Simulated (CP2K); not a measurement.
# triplet C2H3BFN at 4 levels

Wanted: a comparison of 4 runs (UB3LYP/6-31G*, AM1, PM6, GFN1-xTB) of triplet C2H3BFN. 

The results are computed with CP2K 2026.2.

3 further runs of the same task are left out: 1 that didn't finish, 2 set aside as unsound or not needed. Runs told in other sessions of the task aren't counted.

## (1) The molecule

C2H3BFN: 8 atoms, total charge 0, spin state triplet. SMILES of the parent species: `FB1C=NC1`. Geometry: relaxed at PBE0-D4/def2-TZVP. That shape belongs to the parent species and isn't relaxed for this state.

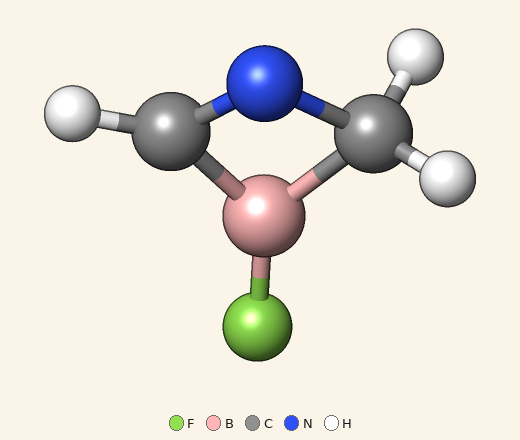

The structure, seen from a chosen angle (fluorine green, boron pink, carbon grey, nitrogen blue, hydrogen white).

## (2) The energy at UB3LYP/6-31G(d) (spherical functions) (run 1)

Input file molecule.inp:

```
&GLOBAL
    PROJECT molecule
    RUN_TYPE ENERGY
    PRINT_LEVEL MEDIUM
&END
&FORCE_EVAL
    METHOD QS
    &DFT
        BASIS_SET_FILE_NAME ./6_31gs.basis
        POTENTIAL_FILE_NAME POTENTIAL
        CHARGE 0
        MULTIPLICITY 3
        UKS T
        &QS
            METHOD GAPW
            EPS_DEFAULT 1.0E-10
        &END
        &MGRID
            CUTOFF 280
            REL_CUTOFF 50
            NGRIDS 4
        &END
        &POISSON
            PERIODIC NONE
            POISSON_SOLVER MULTIPOLE
        &END
        &SCF
            SCF_GUESS ATOMIC
            EPS_SCF 1.0E-06
            MAX_SCF 60
            ADDED_MOS 3
            &DIAGONALIZATION
                ALGORITHM STANDARD
            &END
            &MIXING
                METHOD DIRECT_P_MIXING
                ALPHA 0.4
            &END
        &END
        &XC
            &XC_FUNCTIONAL
                &HYB_GGA_XC_B3LYP
                &END
            &END
            &HF
                FRACTION 0.2
                &SCREENING
                    EPS_SCHWARZ 1.0E-10
                    SCREEN_ON_INITIAL_P F
                &END
                &INTERACTION_POTENTIAL
                    POTENTIAL_TYPE COULOMB
                &END
                &MEMORY
                    MAX_MEMORY 1050
                &END
            &END
        &END
        &PRINT
            &MOMENTS
                PERIODIC F
                REFERENCE COM
                MAX_MOMENT 1
            &END
            &MO ON
                ENERGIES T
                OCCUPATION_NUMBERS T
                NDIGITS 6
                &EACH
                    QS_SCF 0
                &END
                ADD_LAST NUMERIC
            &END
            &LOWDIN ON
            &END
            &HIRSHFELD OFF
            &END
            &MO_MOLDEN ON
                NDIGITS 8
            &END
        &END
    &END
    &SUBSYS
        &CELL
            ABC [angstrom] 9 10.6 10.1
            PERIODIC NONE
        &END
        &COORD
            F      5.050750     3.948600     6.602300
            B      4.813450     4.651100     5.520100
            C      5.156550     6.084400     5.029700
            N      5.141450     5.684500     3.802700
            C      4.535850     4.315300     4.001600
            H      5.494050     7.076800     5.317800
            H      5.094650     3.523200     3.497700
            H      3.505950     4.306200     3.643600
        &END
        &KIND F
            BASIS_SET 6-31Gs
            POTENTIAL ALL
            LEBEDEV_GRID 194
            RADIAL_GRID 100
        &END
        &KIND B
            BASIS_SET 6-31Gs
            POTENTIAL ALL
            LEBEDEV_GRID 194
            RADIAL_GRID 100
        &END
        &KIND C
            BASIS_SET 6-31Gs
            POTENTIAL ALL
            LEBEDEV_GRID 194
            RADIAL_GRID 100
        &END
        &KIND N
            BASIS_SET 6-31Gs
            POTENTIAL ALL
            LEBEDEV_GRID 194
            RADIAL_GRID 100
        &END
        &KIND H
            BASIS_SET 6-31Gs
            POTENTIAL ALL
            LEBEDEV_GRID 194
            RADIAL_GRID 100
        &END
    &END
&END
```

Command:

```bash
$ OMP_NUM_THREADS=1 cp2k.psmp -i molecule.inp > molecule.out 2>&1
```

Output:

```text
CP2K| version string:                                       CP2K version 2026.2
[...]
 GLOBAL| Method name                                                        CP2K
[...]
 GLOBAL| Run type                                                         ENERGY
[...]
 DFT| Spin unrestricted (spin-polarized) Kohn-Sham calculation               UKS
 DFT| Multiplicity                                                             3
[...]
 DFT| Charge                                                                   0
[...]
 FUNCTIONAL| HYB_GGA_XC_B3LYP:
[...]
 QS| Method:                                                                GAPW
[...]
 QS| Density cutoff [a.u.]:                                                140.0
[...]
 QS| Relative density cutoff [a.u.]:                                        25.0
[...]
                             - Atoms:                                          8
[...]
                             - Spherical basis functions:                     76
[...]
 Number of electrons:                                                         19
[...]
     1 P_Mix/Diag. 0.40E+00    4.5     0.39288585      -258.4399850886 -2.58E+02
[...]
    21 DIIS/Diag.  0.10E-05    1.8     0.00000053      -257.3399006860 -2.46E-11
  *** SCF run converged in    21 steps ***
[...]
  Overlap energy of the core charge distribution:               0.00001219598992
  Self energy of the core charge distribution:               -231.07221935150028
  Core Hamiltonian energy:                                    -31.39791359139268
  Hartree energy:                                              69.20218727310231
  Exchange-correlation energy:                                 -9.93505197767822
  Hartree-Fock Exchange energy:                                -6.40729877028535
[...]
 ENERGY| Total FORCE_EVAL ( QS ) energy [hartree]           -257.339900685979046
[...]
```

It took 42 s on 1 thread of Arm Neoverse V2, shared host; peak memory 0.71 GiB.

## (3) The energy at AM1 (run 2)

Input file gas.inp:

```
&GLOBAL
    PROJECT_NAME gas
    RUN_TYPE ENERGY
    PRINT_LEVEL MEDIUM
&END GLOBAL
&FORCE_EVAL
    METHOD Quickstep
    &DFT
        MULTIPLICITY 3
        UNRESTRICTED_KOHN_SHAM T
        &QS
            METHOD AM1
            EPS_DEFAULT 1.0E-10
            &SE
                &COULOMB
                    CUTOFF [angstrom] 50
                    RC_RANGE [angstrom] 0
                &END COULOMB
                &EXCHANGE
                    CUTOFF [angstrom] 50
                    RC_RANGE [angstrom] 0
                &END EXCHANGE
            &END SE
        &END QS
        &POISSON
            PERIODIC NONE
            POISSON_SOLVER ANALYTIC
        &END POISSON
        &SCF
            SCF_GUESS ATOMIC
            EPS_SCF 1.0E-06
            MAX_SCF 100
            ADDED_MOS 2
            &DIAGONALIZATION
                ALGORITHM STANDARD
            &END DIAGONALIZATION
            &MIXING
                METHOD DIRECT_P_MIXING
                ALPHA 0.4
            &END MIXING
        &END SCF
        &PRINT
            &MOMENTS
                PERIODIC F
                REFERENCE COM
                MAX_MOMENT 1
            &END MOMENTS
            &MO ON
                ENERGIES T
                OCCUPATION_NUMBERS T
                NDIGITS 6
                &EACH
                    QS_SCF 0
                &END EACH
                ADD_LAST NUMERIC
            &END MO
            &HIRSHFELD OFF
            &END HIRSHFELD
        &END PRINT
    &END DFT
    &SUBSYS
        &CELL
            ABC 14 15.6 15.1
            PERIODIC NONE
        &END CELL
        &COORD
            F      0.213200    -1.007300     1.918400
            B     -0.024100    -0.304800     0.836200
            C      0.319000     1.128500     0.345800
            N      0.303900     0.728600    -0.881200
            C     -0.301700    -0.640600    -0.682300
            H      0.656500     2.120900     0.633900
            H      0.257100    -1.432700    -1.186200
            H     -1.331600    -0.649700    -1.040300
        &END COORD
        &TOPOLOGY
            &CENTER_COORDINATES
            &END CENTER_COORDINATES
        &END TOPOLOGY
    &END SUBSYS
&END FORCE_EVAL
```

Command:

```bash
$ OMP_NUM_THREADS=1 cp2k.psmp -i gas.inp > gas.out 2>&1
```

Output:

```text
CP2K| version string:                                       CP2K version 2026.2
[...]
 GLOBAL| Method name                                                        CP2K
[...]
 GLOBAL| Run type                                                         ENERGY
[...]
                             - Atoms:                                          8
[...]
                             - Spherical basis functions:                     23
[...]
 Number of electrons:                                                         14
[...]
     1 P_Mix/Diag. 0.40E+00    0.0     0.40763955       -31.9870640465 -3.20E+01
[...]
    32 DIIS/Diag.  0.21E-06    0.0     0.00000028       -38.8002237191 -1.47E-11
  *** SCF run converged in    32 steps ***
  Core-core repulsion energy [eV]:                           1736.77217104782221
  Core Hamiltonian energy [eV]:                             -1705.41478326233755
  Two-electron integral energy [eV]:                        -2174.33033825238999
  Electronic energy [eV]:                                   -2792.57995238853300
  Total energy [eV]:                                        -1055.80778134071033
  Atomic reference energy [eV]:                              1057.43931124694632
  Heat of formation [kcal/mol]:                                37.62397642286881
[...]
 SE_DIPOLE| Moment [Debye]          0.96764291       0.84118802       0.08343126
 SE_DIPOLE| Derivative [a.u.]       0.00000000       0.00000000       0.00000000
 ENERGY| Total FORCE_EVAL ( QS ) energy [hartree]            -38.800223719100735
[...]
```

It took 0.26 s on 1 thread of Arm Neoverse V2, shared host.

Run 3 isn't shown in full; the table further down has it.

## (4) The energy at GFN1-xTB (run 4)

Input file gas.inp:

```
&GLOBAL
   PROJECT_NAME gas
   RUN_TYPE ENERGY
   PRINT_LEVEL MEDIUM
&END GLOBAL
&FORCE_EVAL
   METHOD QS
   &DFT
      CHARGE 0
      MULTIPLICITY 3
      LSD T
      &QS
         METHOD XTB
         EPS_DEFAULT 1.0E-10
         &XTB
            GFN_TYPE 1
            CHECK_ATOMIC_CHARGES F
         &END XTB
      &END QS
      &POISSON
         PERIODIC NONE
         POISSON_SOLVER ANALYTIC
      &END POISSON
      &SCF
         SCF_GUESS ATOMIC
         EPS_SCF 1.0E-07
         MAX_SCF 40
         &OT ON
            MINIMIZER DIIS
            PRECONDITIONER FULL_SINGLE_INVERSE
         &END OT
         &OUTER_SCF
            EPS_SCF 1.0E-07
            MAX_SCF 10
         &END OUTER_SCF
      &END SCF
      &PRINT
         &MOMENTS
            PERIODIC F
            REFERENCE COM
            MAX_MOMENT 1
         &END MOMENTS
         &MO_CUBES
            NLUMO 1
            NHOMO -1
            WRITE_CUBE F
         &END MO_CUBES
         &HIRSHFELD OFF
         &END HIRSHFELD
      &END PRINT
   &END DFT
   &SUBSYS
      &CELL
         ABC [angstrom] 14 15.6 15.1
         PERIODIC NONE
      &END CELL
      &COORD
         F      0.213200    -1.007300     1.918400
         B     -0.024100    -0.304800     0.836200
         C      0.319000     1.128500     0.345800
         N      0.303900     0.728600    -0.881200
         C     -0.301700    -0.640600    -0.682300
         H      0.656500     2.120900     0.633900
         H      0.257100    -1.432700    -1.186200
         H     -1.331600    -0.649700    -1.040300
      &END COORD
      &TOPOLOGY
         &CENTER_COORDINATES
         &END CENTER_COORDINATES
      &END TOPOLOGY
   &END SUBSYS
&END FORCE_EVAL
```

Command:

```bash
$ OMP_NUM_THREADS=1 cp2k.psmp -i gas.inp -o gas.out
```

Output:

```text
CP2K| version string:                                       CP2K version 2026.2
[...]
 GLOBAL| Method name                                                        CP2K
[...]
 GLOBAL| Run type                                                         ENERGY
[...]
                             - Atoms:                                          8
[...]
                             - Spherical basis functions:                     26
[...]
 Number of electrons:                                                         14
[...]
     1 OT DIIS     0.80E-01    0.0     0.06011861       -15.2764748920 -1.53E+01
[...]
    29 OT DIIS     0.80E-01    0.0     0.00000009       -15.4458289362 -9.91E-13
  *** SCF run converged in    29 steps ***
[...]
 TB_DIPOLE| Moment [Debye]         -0.72566257      -0.00205608      -0.25343741
 TB_DIPOLE| Derivative [a.u.]       0.00000000       0.00000000       0.00000000
[...]
 ENERGY| Total FORCE_EVAL ( QS ) energy [hartree]            -15.445828936242435
[...]
```

It took 0.58 s on 1 thread of Arm Neoverse V2, shared host.

## (5) The series

| run | level | scheme | iteration cap | energy (Eh) | dipole moment (D) | HOMO energy (eV) | wall time |
| --- | --- | --- | --- | --- | --- | --- | --- |
| 1 | UB3LYP/6-31G* (spherical functions) | GAPW | 60 | -257.339901 | 1.12 | -3.96 | 42 s |
| 2 | AM1 | – | 100 | -38.800224 | 1.28 | -7.96 | 0.26 s |
| 3 | PM6 | – | 80 | -36.349097 | 1.53 | -7.86 | 0.26 s |
| 4 | GFN1-xTB | – | 40 | -15.445829 | 0.77 | -8.46 | 0.58 s |

## (6) Summary of results

| quantity | value |
| --- | --- |
| run 4: total energy | -15.44583 Eh |
| run 4: dipole moment (from atomic charges alone) | 0.77 D |
| run 4: HOMO energy (highest over α and β) | -8.46 eV |
| run 4: dispersion energy | -5.33 kJ/mol |

In words: The dipole moment (its size) runs from 0.77 D (GFN1-xTB) to 1.53 D (PM6). Some of these are taken from atomic charges alone. Force-field and semi-empirical energies have zeros of their own, so their totals don't compare. All runs together took 43 s, the longest 42 s.
